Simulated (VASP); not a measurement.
Band structure of Co (relaxed from the beta-Sn structure, space group I4_1/amd). These are PBEsol GGA, VASP's PBE PAW potentials (set 64) (plane waves; VASP) values and carry that method's errors.

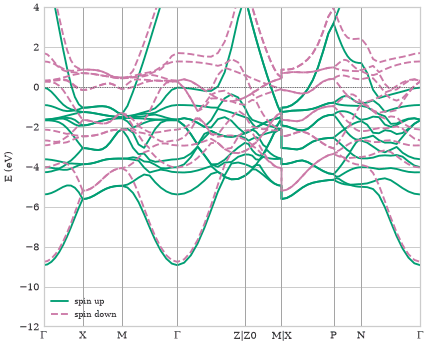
Bands along high-symmetry lines, zero at the valence-band maximum or, without a gap, the Fermi level

Task: Read the plot: is there a gap, and where are the band edges?

Result: It has no gap at this level: it comes out as a metal or semimetal. (Edges off the drawn lines would not show.)

The structure was generated: Co was put into the beta-Sn type (I4_1/amd), which need not be its known phase. It was relaxed first.
